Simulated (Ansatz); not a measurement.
**CH8OSi2: shape, modes and thermochemistry**

The task is to find a stationary geometry of CH8OSi2, then compute its harmonic vibrations to see whether it is a minimum and to get the zero-point energy and entropy.

Method: RKS PBE0-D4/def2-TZVP; program: Ansatz 0.2.0, Gaussian basis.

Levels to be run: relaxation at PBE-D4/def2-SVP; relaxation at PBE0-D4/def2-TZVP; harmonic vibrations at the same level.

1 further run of the same task is left out (set aside as unsound or not needed).

**1. Starting geometry**

SMILES `C[SiH](O)[SiH3]`, 12 atoms, charge 0, spin multiplicity 1.

Atoms are counted from 1 here; the program's logs count them from 0.

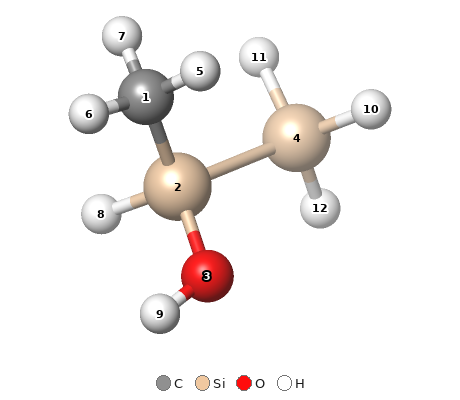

Start geometry, drawn with carbon grey, silicon light orange, oxygen red, hydrogen white; atoms are numbered from 1 in the order of the file.

The start is a force-field geometry with small random shifts, so a cheaper pass at PBE-D4/def2-SVP comes first.

**2. Relaxation at PBE-D4/def2-SVP (cheap first pass)**

Input file in.yaml:

```yaml
crystal:
  periodic: [false, false, false]
  atoms:
    - {symbol: C, position_ang: [-1.049000, 1.196600, 0.183800]}
    - {symbol: Si, position_ang: [-0.066800, -0.233600, 0.609400]}
    - {symbol: O, position_ang: [1.076300, 0.137500, 1.721300]}
    - {symbol: Si, position_ang: [0.940200, -1.079700, -1.345000]}
    - {symbol: H, position_ang: [-0.491600, 2.025100, -0.301700]}
    - {symbol: H, position_ang: [-1.574000, 1.677100, 1.062200]}
    - {symbol: H, position_ang: [-1.864700, 0.978400, -0.529100]}
    - {symbol: H, position_ang: [-0.900200, -1.234600, 1.230900]}
    - {symbol: H, position_ang: [0.807100, 0.307200, 2.685900]}
    - {symbol: H, position_ang: [1.743200, -0.076000, -1.968900]}
    - {symbol: H, position_ang: [-0.228300, -1.447900, -2.275300]}
    - {symbol: H, position_ang: [1.684800, -2.305300, -1.039600]}
basis:
  gaussian: {orbitals: def2-SVP}
hamiltonian: {xc: pbe, dispersion: d4}
relax: {f_tol: 0.03, max_steps: 200}
```

Log, cut to the lines that bear on the results:

```text
Functional definition: PBE
  name "PBE"
  cite "Perdew, Burke & Ernzerhof, Phys. Rev. Lett. 77, 3865 (1996) doi:10.1103/PhysRevLett.77.3865"
  parent pbe
[...]
1157 factors; their error is unknown
[...]
mean field -18950.73042441 eV, -696.4264978307 hartree, gradient 4.0e-5 eV, S^2 0.000000; 0 other end points of the search recorded, 0 dependent functions left out
[...]
reference -18950.73046371 eV, -696.4264992749 hartree; 25, 25 occupied and 79, 79 virtual orbitals, 1157 factors
relax step   1: F+E_penalty+E_count = -18950.97555508 eV  Δ(F+E_penalty+E_count) = +0.000e0 eV  max|allowed force component| = 2.778e0 eV/Å  Δτ_max = 0.0000 Å  (25 SCF iters, accepted)
[...]
relax step   5: F+E_penalty+E_count = -18951.37470426 eV  Δ(F+E_penalty+E_count) = -1.703e-2 eV  max|allowed force component| = 5.296e-2 eV/Å  Δτ_max = 0.0536 Å  (27 SCF iters, accepted)
[...]
relax step   6: F+E_penalty+E_count = -18951.37516952 eV  Δ(F+E_penalty+E_count) = -4.653e-4 eV  max|allowed force component| = 1.204e-2 eV/Å  Δτ_max = 0.0126 Å  (28 SCF iters, accepted)
1157 factors; their error is unknown
[...]
mean field -18951.13399060 eV, -696.4413286145 hartree, gradient 1.6e-5 eV, S^2 0.000000; 1 other end points of the search recorded, 0 dependent functions left out
[...]
reference -18951.13403012 eV, -696.4413300669 hartree; 25, 25 occupied and 79, 79 virtual orbitals, 1157 factors
Total energy: -18951.37520905 eV, -696.4501932290 hartree
Atom 0 at    -1.132717     1.281125     0.196754 Å, force    -0.005501    -0.005787    -0.011951 eV/Å
Atom 1 at    -0.096520    -0.240988     0.622402 Å, force    -0.007993    -0.007011    -0.012044 eV/Å
Atom 2 at     1.174943     0.107695     1.684331 Å, force     0.000618    -0.000189     0.005694 eV/Å
Atom 3 at     0.920381    -1.110039    -1.311687 Å, force    -0.006538    -0.000641     0.002427 eV/Å
Atom 4 at    -0.510179     2.072111    -0.268136 Å, force     0.001934    -0.000448     0.002014 eV/Å
Atom 5 at    -1.621660     1.708731     1.096707 Å, force     0.002097    -0.002591     0.005383 eV/Å
Atom 6 at    -1.932923     1.003426    -0.521438 Å, force     0.001994     0.008624     0.005347 eV/Å
Atom 7 at    -1.017947    -1.283964     1.221565 Å, force     0.001594    -0.000434     0.002710 eV/Å
Atom 8 at     0.897987     0.313077     2.594700 Å, force     0.007192     0.005728    -0.003629 eV/Å
Atom 9 at     1.817395    -0.085386    -1.957099 Å, force    -0.000008     0.001921     0.005317 eV/Å
Atom 10 at    -0.153345    -1.477142    -2.306131 Å, force     0.005183    -0.000523    -0.004544 eV/Å
Atom 11 at     1.731586    -2.343845    -1.018068 Å, force    -0.000569     0.001350     0.003278 eV/Å
Dipole moment:    -0.256217     0.200609     0.248490 e Å
```

Run time: 8 s. Hardware: 4 threads, shared host.

Along the way: (the energy doesn't fall at every step)

```
step  energy from step 1 (eV)  largest force component (eV/Å)
   1                   0.0000                          2.7780
   2                  -0.3233                          1.1850
   3                  -0.3821                          0.3287
   4                  -0.3804                          0.3565
   5                  -0.3991                          0.0530
   6                  -0.3996                          0.0120
```

Close pairs (by a distance rule), those that changed most:

```
   bond  before (Å)  after (Å)  change (Å)
 C1–Si2       1.786      1.890      +0.103
Si4–H10       1.429      1.507      +0.078
 Si2–H8       1.443      1.515      +0.072
 Si2–O3       1.637      1.693      +0.056
  O3–H9       1.016      0.973      -0.042
Si4–H12       1.466      1.506      +0.039
Si4–H11       1.538      1.509      -0.029
  C1–H6       1.131      1.110      -0.021
```

**3. Relaxation at PBE0-D4/def2-TZVP**

Input file in.yaml:

```yaml
crystal:
  periodic: [false, false, false]
  atoms:
    - {symbol: C, position_ang: [-1.132717, 1.281125, 0.196754]}
    - {symbol: Si, position_ang: [-0.096520, -0.240988, 0.622402]}
    - {symbol: O, position_ang: [1.174943, 0.107695, 1.684331]}
    - {symbol: Si, position_ang: [0.920381, -1.110039, -1.311687]}
    - {symbol: H, position_ang: [-0.510179, 2.072111, -0.268136]}
    - {symbol: H, position_ang: [-1.621660, 1.708731, 1.096707]}
    - {symbol: H, position_ang: [-1.932923, 1.003426, -0.521438]}
    - {symbol: H, position_ang: [-1.017947, -1.283964, 1.221565]}
    - {symbol: H, position_ang: [0.897987, 0.313077, 2.594700]}
    - {symbol: H, position_ang: [1.817395, -0.085386, -1.957099]}
    - {symbol: H, position_ang: [-0.153345, -1.477142, -2.306131]}
    - {symbol: H, position_ang: [1.731586, -2.343845, -1.018068]}
basis:
  gaussian: {orbitals: def2-TZVP}
hamiltonian: {xc: pbe0, dispersion: d4}
relax: {f_tol: 0.005, max_steps: 150}
```

Log, cut to the lines that bear on the results:

```text
Functional definition: PBE0
  name "PBE0"
  cite "Adamo & Barone, J. Chem. Phys. 110, 6158 (1999) doi:10.1063/1.478522"
  cite "Perdew, Burke & Ernzerhof, Phys. Rev. Lett. 77, 3865 (1996) doi:10.1103/PhysRevLett.77.3865"
  parent pbe
[...]
1219 factors; their error is unknown
[...]
mean field -18962.54936861 eV, -696.8608360188 hartree, gradient 3.6e-5 eV, S^2 0.000000; 0 other end points of the search recorded, 0 dependent functions left out
[...]
reference -18962.54940480 eV, -696.8608373489 hartree; 25, 25 occupied and 159, 159 virtual orbitals, 1219 factors
relax step   1: F+E_penalty+E_count = -18962.75513692 eV  Δ(F+E_penalty+E_count) = +0.000e0 eV  max|allowed force component| = 9.956e-1 eV/Å  Δτ_max = 0.0000 Å  (27 SCF iters, accepted)
[...]
Atom 2 at     1.132963     0.107407     1.654698 Å, force    -0.000103     0.000458     0.000034 eV/Å
Atom 3 at     0.919397    -1.111304    -1.312209 Å, force    -0.000056     0.000289    -0.000212 eV/Å
Atom 4 at    -0.515566     2.058945    -0.241370 Å, force    -0.000702     0.000411    -0.000271 eV/Å
Atom 5 at    -1.599363     1.678053     1.106779 Å, force    -0.000505     0.000342     0.000593 eV/Å
Atom 6 at    -1.923649     1.016018    -0.498523 Å, force     0.000904    -0.000418     0.000731 eV/Å
Atom 7 at    -1.009376    -1.264228     1.203906 Å, force     0.000446     0.000799    -0.000583 eV/Å
Atom 8 at     0.899885     0.335508     2.555682 Å, force    -0.000077     0.000628    -0.001004 eV/Å
Atom 9 at     1.816718    -0.103665    -1.942062 Å, force     0.000439    -0.000333     0.000163 eV/Å
Atom 10 at    -0.129008    -1.479453    -2.305520 Å, force    -0.000003     0.000073    -0.000805 eV/Å
Atom 11 at     1.714979    -2.328721    -0.999274 Å, force    -0.000030     0.000093     0.000166 eV/Å
Dipole moment:    -0.255105     0.197792     0.232744 e Å
```

It took 26 s on 4 threads, shared host; peak memory 0.44 GiB.

Step by step:

```
step  energy from step 1 (eV)  largest force component (eV/Å)
   1                   0.0000                          0.9956
   2                  -0.0453                          0.5003
   3                  -0.0531                          0.1711
   4                  -0.0545                          0.0679
   5                  -0.0551                          0.0641
   6                  -0.0557                          0.0417
   7                  -0.0559                          0.0246
   8                  -0.0559                          0.0029
```

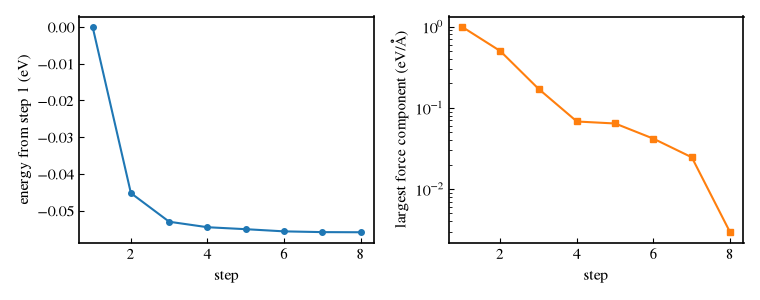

Energy and force, step by step.

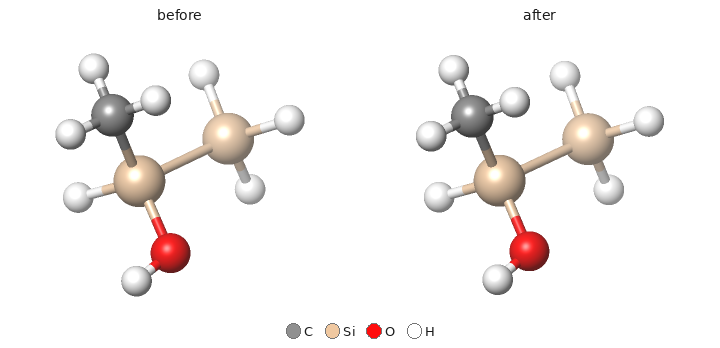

Before and after, at one scale.

Distances of close pairs at the start and the end, largest changes first:

```
   bond  before (Å)  after (Å)  change (Å)
 Si2–O3       1.693      1.657      -0.036
 C1–Si2       1.890      1.869      -0.021
 Si2–H8       1.515      1.496      -0.019
Si4–H11       1.509      1.490      -0.018
Si4–H10       1.507      1.489      -0.018
Si4–H12       1.506      1.488      -0.018
  C1–H7       1.111      1.094      -0.017
  C1–H5       1.109      1.092      -0.016
```

Mulliken charges of the relaxed molecule (report file):

```
atom  value (e)
  C1      -0.50
 Si2       0.39
  O3      -0.53
 Si4       0.00
  H5       0.15
  H6       0.13
  H7       0.14
  H8      -0.06
  H9       0.32
 H10      -0.01
 H11      -0.02
 H12      -0.01
```

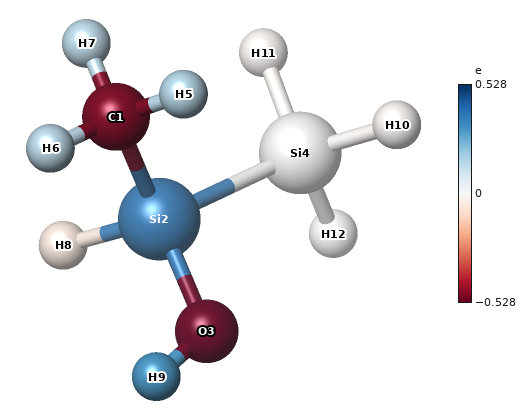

Mulliken charges of the relaxed molecule (report file), as colours on the atoms.

**4. Harmonic vibrations**

Input file in.yaml:

```yaml
crystal:
  periodic: [false, false, false]
  atoms:
    - {symbol: C, position_ang: [-1.128146, 1.273256, 0.206719]}
    - {symbol: Si, position_ang: [-0.101834, -0.237014, 0.605074]}
    - {symbol: O, position_ang: [1.132963, 0.107407, 1.654698]}
    - {symbol: Si, position_ang: [0.919397, -1.111304, -1.312209]}
    - {symbol: H, position_ang: [-0.515566, 2.058945, -0.241370]}
    - {symbol: H, position_ang: [-1.599363, 1.678053, 1.106779]}
    - {symbol: H, position_ang: [-1.923649, 1.016018, -0.498523]}
    - {symbol: H, position_ang: [-1.009376, -1.264228, 1.203906]}
    - {symbol: H, position_ang: [0.899885, 0.335508, 2.555682]}
    - {symbol: H, position_ang: [1.816718, -0.103665, -1.942062]}
    - {symbol: H, position_ang: [-0.129008, -1.479453, -2.305520]}
    - {symbol: H, position_ang: [1.714979, -2.328721, -0.999274]}
basis:
  gaussian: {orbitals: def2-TZVP}
hamiltonian: {xc: pbe0, dispersion: d4}
phonons: {temperatures: {t_min: 298.15, t_max: 900, t_step: 200}}
```

Log, cut to the lines that bear on the results:

```text
Functional definition: PBE0
  name "PBE0"
  cite "Adamo & Barone, J. Chem. Phys. 110, 6158 (1999) doi:10.1063/1.478522"
  cite "Perdew, Burke & Ernzerhof, Phys. Rev. Lett. 77, 3865 (1996) doi:10.1103/PhysRevLett.77.3865"
  parent pbe
[...]
1219 factors; their error is unknown
[...]
mean field -18962.60414607 eV, -696.8628490532 hartree, gradient 3.4e-5 eV, S^2 0.000000; 0 other end points of the search recorded, 0 dependent functions left out
[...]
reference -18962.60418195 eV, -696.8628503720 hartree; 25, 25 occupied and 159, 159 virtual orbitals, 1219 factors
[...]
1219 factors; their error is unknown
mean field -18962.60398000 eV, -696.8628429504 hartree, gradient 2.9e-6 eV, S^2 0.000000; 0 other end points of the search recorded, 0 dependent functions left out
[...]
reference -18962.60401589 eV, -696.8628442692 hartree; 25, 25 occupied and 159, 159 virtual orbitals, 1219 factors
[...]
Atom 5 at    -1.599363     1.678053     1.106779 Å, force    -0.000493     0.000332     0.000577 eV/Å
Atom 6 at    -1.923649     1.016018    -0.498523 Å, force     0.000904    -0.000417     0.000728 eV/Å
Atom 7 at    -1.009376    -1.264228     1.203906 Å, force     0.000450     0.000800    -0.000581 eV/Å
Atom 8 at     0.899885     0.335508     2.555682 Å, force    -0.000063     0.000629    -0.000983 eV/Å
Atom 9 at     1.816718    -0.103665    -1.942062 Å, force     0.000448    -0.000328     0.000157 eV/Å
Atom 10 at    -0.129008    -1.479453    -2.305520 Å, force     0.000001     0.000079    -0.000794 eV/Å
Atom 11 at     1.714979    -2.328721    -0.999274 Å, force    -0.000027     0.000092     0.000167 eV/Å
Dipole moment:    -0.255105     0.197791     0.232746 e Å
Vibrations: 91.12 130.54 158.76 169.57 189.55 251.31 411.54 481.18 507.10 662.38 705.63 753.19 775.28 841.36 859.23 909.60 933.36 936.85 948.90 1273.02 1444.33 1448.19 2166.25 2207.15 2216.27 2225.39 3043.97 3125.40 3136.40 3915.58 cm⁻¹, zero-point energy 2.288649 eV
```

It took 2.4 min on 4 threads, shared host; peak memory 0.46 GiB.

Motions are named by where the mode's potential energy lies. Wavenumbers, unscaled:

```
mode  cm⁻¹                  motion
   1    91                 torsion
   2   131                    bend
   3   159                 torsion
   4   170                 torsion
   5   190       torsion with bend
   6   251       torsion with bend
   7   412           Si–Si stretch
   8   481       bend with torsion
   9   507       bend with torsion
  10   662  Si–C stretch with bend
  11   706       bend with torsion
  12   753       bend with torsion
  13   775                    bend
  14   841            Si–O stretch
  15   859                    bend
  16   910       bend with torsion
  17   933       bend with torsion
  18   937       bend with torsion
  19   949       bend with torsion
  20  1273                    bend
  21  1444                    bend
  22  1448                    bend
  23  2166            Si–H stretch
  24  2207            Si–H stretch
  25  2216            Si–H stretch
  26  2225            Si–H stretch
  27  3044             C–H stretch
  28  3125             C–H stretch
  29  3136             C–H stretch
  30  3916             O–H stretch
```

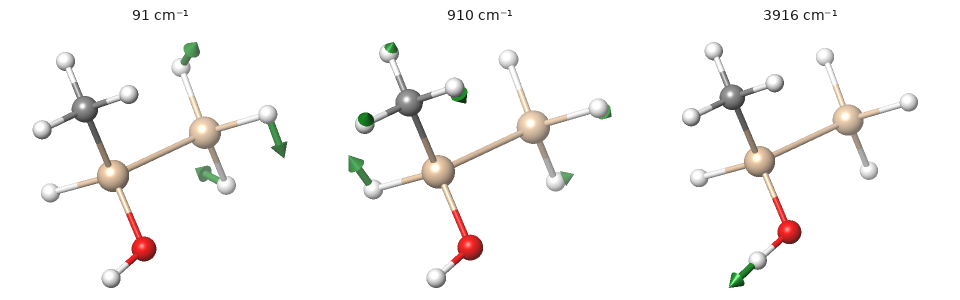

Displacements of 3 modes, as arrows.

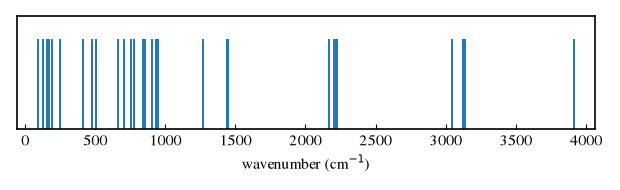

The harmonic wavenumbers as sticks (no intensities were computed).

From these modes and the moments of inertia (298.15 K, 1 bar, symmetry number 1):

```
                term            value
   zero-point energy    52.8 kcal/mol
          H(298) − E    58.4 kcal/mol
entropy, translation  165.3 J/(mol K)
   entropy, rotation  111.7 J/(mol K)
  entropy, vibration   83.0 J/(mol K)
      entropy, total  359.9 J/(mol K)
```

**5. What came out**

| quantity | value |
| --- | --- |
| point group | C1 |
| steps | 6 + 8 |
| shift from the start (rms) | 0.091 Å |
| total energy | -18962.8111 eV |
| dispersion term | -207 meV |
| dipole moment | 1.91 D |
| lowest, highest wavenumber | 91, 3916 cm⁻¹ |
| zero-point energy | 52.8 kcal/mol |
| entropy at 298.15 K | 359.9 J/(mol K) |

**Reading.** The atoms moved 0.09 Å (rms) from the start; the bond that changed most is C1–Si2, from 1.786 to 1.869 Å. All wavenumbers are real, so the end point is a minimum. The stiffest mode, 3916 cm⁻¹, is an O–H stretch, and 5 modes under 200 cm⁻¹ make the vibrational entropy uncertain. Harmonic hybrid wavenumbers usually lie a few per cent above measured fundamentals. The largest Mulliken charge, -0.53 e, sits on O3.
